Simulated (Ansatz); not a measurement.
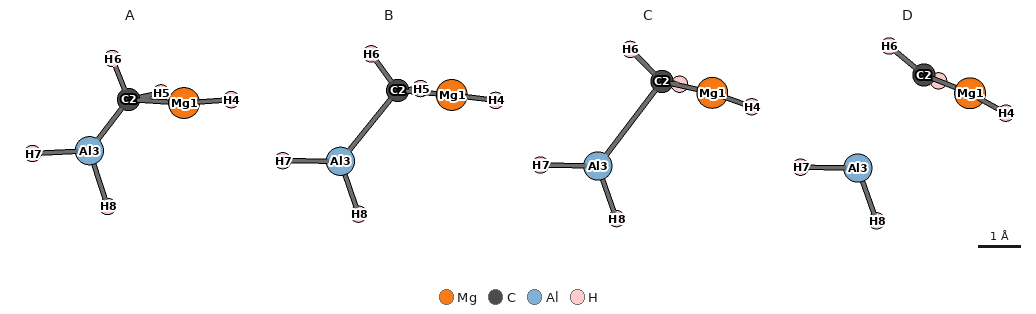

Frames of a one-coordinate scan of CH5AlMg. The picture is a ball-and-stick view, seen from a free direction.

Computed with Ansatz: PBE0-D4, basis def2-TZVPP, on geometries relaxed under the constraint at PBE0-D4/def2-TZVP. Energies are counted from the PBE0-D4/def2-TZVP minimum geometry at the same level.

**Which coordinate changes from frame to frame?**

The C2–Al3 distance is varied, with all other coordinates relaxed. In the frames the distance is 1.563 Å (A), 2.214 Å (B), 2.572 Å (C), 2.763 Å (D). Their energies are 1.658 eV, 0.493 eV, 1.447 eV, 1.915 eV.
